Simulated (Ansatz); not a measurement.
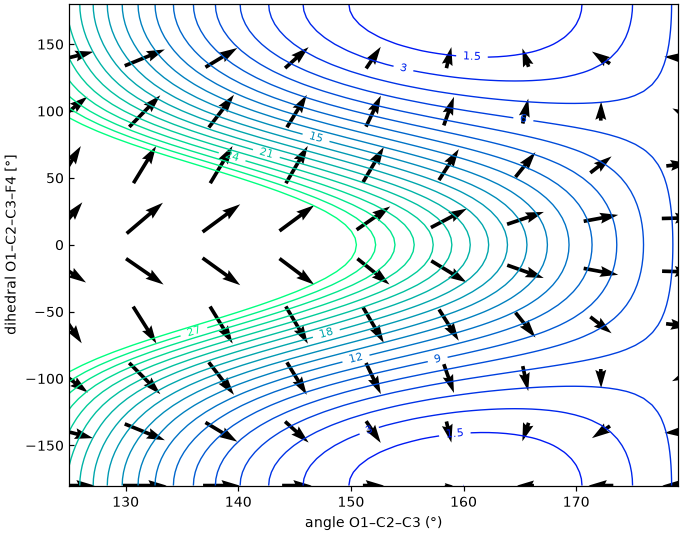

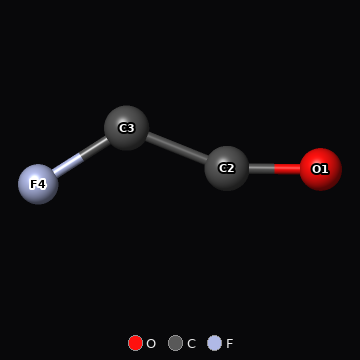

Energy landscape of C₂FO, SMILES [O]C#CF, spin multiplicity 2. The first coordinate is: angle O1–C2–C3; the second: dihedral O1–C2–C3–F4. Nothing is relaxed (all other coordinates rigid). The scan uses a 9 × 9 grid; 45 points were computed and 36 follow by symmetry. Points are written as (first, second). Energies are in kcal/mol, from the relaxed molecule at the same level. In part of the range the unrestricted reference is strongly spin-contaminated. Theory: UKS wB97M-V/def2-SVP (Ansatz).

Drawn: contour lines labelled in kcal/mol (none above 28.5), arrows along the force (downhill), their lengths compressed. Between grid points the surface is interpolated. The second picture is the structure at the lowest point.

Question: Summarise what can be read from the map.

Answer: The lowest grid point is at (158.7°, −180°), 0.022 kcal/mol from the relaxed molecule at the same level. It is the only kind of minimum in the scanned range. The highest grid point, (125.0°, −20°), lies 51.9 kcal/mol above the lowest. Round the minimum the two coordinates are nearly uncoupled.

Grid values (kcal/mol):

```tsv
dihedral O1–C2–C3–F4 ↓, angle O1–C2–C3 →	125.0	131.7	138.5	145.2	152.0	158.7	165.5	172.2	179.0
140	22.4	14.9	9.2	5.3	2.8	1.6	1.7	2.8	4.9
100	27.4	20.8	15.4	11.3	8.3	6.4	5.3	4.9	5.2
60	39.1	32.6	26.6	21.5	17.1	13.4	10.3	7.6	5.5
20	51.9	45.9	38.3	31.6	25.7	20.1	14.5	9.7	5.7
−20	51.9	45.9	38.3	31.6	25.7	20.1	14.5	9.7	5.7
−60	39.1	32.6	26.6	21.5	17.1	13.4	10.3	7.6	5.5
−100	27.4	20.8	15.4	11.3	8.3	6.4	5.3	4.9	5.2
−140	22.4	14.9	9.2	5.3	2.8	1.6	1.7	2.8	4.9
−180	20.7	12.9	7.1	3.2	0.9	0.0	0.4	2.0	4.8
```

The input of one point:

```yaml
crystal:
  periodic: [false, false, false]
  atoms:
    - { symbol: O, position_ang: [0.977245, -0.776486, 1.260838] }
    - { symbol: C, position_ang: [0.310707, -0.297377, 0.435922] }
    - { symbol: C, position_ang: [-0.097327, 0.595563, -0.485244] }
    - { symbol: F, position_ang: [-1.174244, 0.497864, -1.212993] }
magnetization:
  spin_polarized: true
  initial_magnetization: 1
basis:
  gaussian: { orbitals: def2-SVP }
hamiltonian:
  xc: { name: wB97M-V }
output:
  forces: true
```

The whole map (45 points run) took 11 min on 1 thread of Intel(R) Xeon(R) Platinum 8259CL CPU @ 2.50GHz (Skylake/Cascade Lake), with other jobs on the host.
